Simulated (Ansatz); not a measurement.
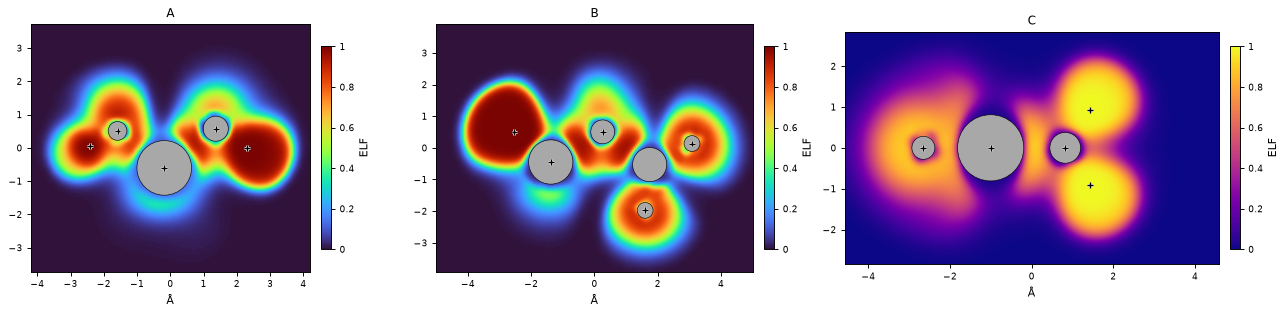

The ELF of 3 systems, each on a plane through atoms (crosses mark nuclei in the plane; grey discs cover the cores).

The calculation used isolated molecule in a Gaussian basis; Kohn-Sham density functional theory, functional PBE0 (Ansatz).

System 1: CH2AlO (SMILES [CH2-][Al+][O-]) (charge −1), the molecular plane. Geometry: PBE0-D3(BJ)/def2-SVPD.

```yaml
atoms:
  - { symbol: C, position_ang: [-3.0564, -0.5512, -0.8053] }
  - { symbol: Al, position_ang: [-1.9863, -0.1696, 0.6236] }
  - { symbol: O, position_ang: [-1.0198, 0.1752, 1.9126] }
  - { symbol: H, position_ang: [-2.8492, -1.3718, -1.5029] }
  - { symbol: H, position_ang: [-3.9625, 0.0203, -1.0410] }
```

System 2: CH6F2Si2, the plane of atoms C1, Si5 and H10. Geometry: B3LYP/6-31G*.

```csv
atom,x (Å),y (Å),z (Å)
C,-1.0360,-0.0835,2.2459
F,-2.2074,-1.7586,4.2346
F,-2.0876,-2.6815,1.8282
Si,-2.3296,-1.3404,2.6859
Si,-0.5954,-0.0269,0.4010
H,-3.7130,-0.8753,2.4445
H,-0.1212,-0.2897,2.8172
H,-1.3925,0.9057,2.5634
H,-1.8335,-0.0307,-0.4246
H,0.1702,1.2109,0.0913
H,0.2275,-1.2053,0.0300
```

System 3: CH6GeOS, the plane of atoms Ge2, C1 and H7. Geometry: B3LYP-D3(BJ)/def2-SVP.

```xyz
10

C    -0.6721    1.3705    1.5590
Ge    0.9232    0.4123    0.9898
O     2.2655    1.5546    1.3057
S     0.8533   -0.1440   -1.1887
H    -0.5894    1.6321    2.6245
H    -0.7710    2.2965    0.9739
H    -1.5640    0.7472    1.4031
H     1.1611   -0.9329    1.7115
H     3.1052    1.2464    0.9391
H     0.5352    1.1077   -1.5946
```

### Which map belongs to which system?

Panel A is system 3, CH6GeOS: the plane holds C, Ge, O and H. Ge–O (1.79 Å): the ELF peaks at about 0.85 in the valence shell of O, 0.6 Å from its nucleus, and is about 0.35 at the midpoint. Panel B is system 2, CH6F2Si2: the plane holds C, F, Si and H. Panel C is system 1, CH2AlO: the plane holds C, Al, O and H. Al–O (1.65 Å): the ELF peaks at about 0.85 in the valence shell of O, 0.6 Å from its nucleus, and is about 0.35 at the midpoint.
